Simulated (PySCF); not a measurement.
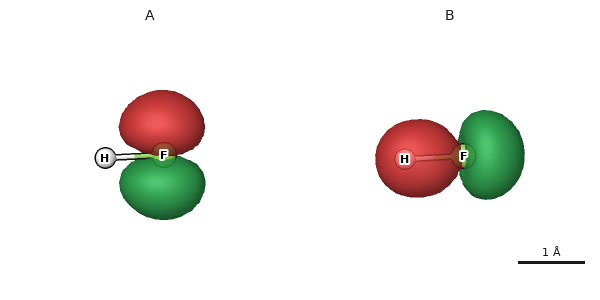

Figure 1: HF. Two frontier orbitals, each drawn at the value that holds 80 % of its norm (green and red are the two phases), in no order; of a degenerate pair one member is drawn.

Computed with PBE0/pcseg-1, non-relativistic, at a bond length of 0.926 Å in PySCF 2.14.0.

Name the orbitals and rank them from lowest to highest energy.

Answer. Orbital B: σ, occupied, −15.08 eV; mainly on F (80 %).
Orbital A: π, occupied, −11.32 eV; mainly on F (95 %).
